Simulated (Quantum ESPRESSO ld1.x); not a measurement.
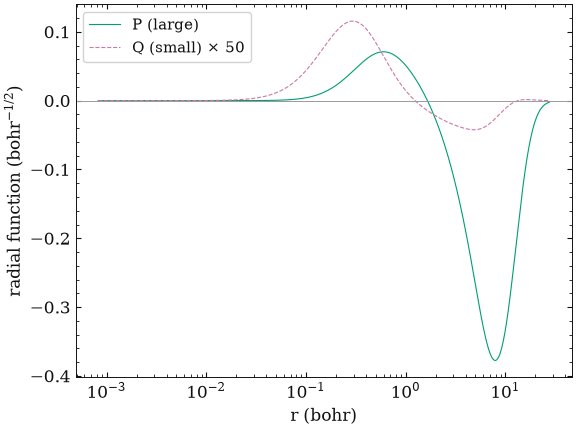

The promethium ion Pm⁺ in the configuration [Xe] 4f5 5f1 (4f5/2: 5, 5f5/2: 1). Computed with Quantum ESPRESSO ld1.x 7.5: Dirac Kohn-Sham, LDA (Slater exchange, VWN5 correlation), spin-unpolarised, spherical densities, point nucleus.

The plot shows the large and small radial components of one occupied spinor.

Q: Which spinor (n, l, j) is it?

Answer: It is 5f5/2. The spinor has κ = 3: the large component has l = 3 and 1 radial node (r = 1.65 bohr), the small one has l = 2. The small component carries 0.00056 % of the norm; ⟨r⟩ = 8.71 bohr and the eigenvalue is −2.49 eV. The nodes of P give n − l − 1 and its extent picks the shell; Q has as many nodes as P for κ < 0 and one more for κ > 0.
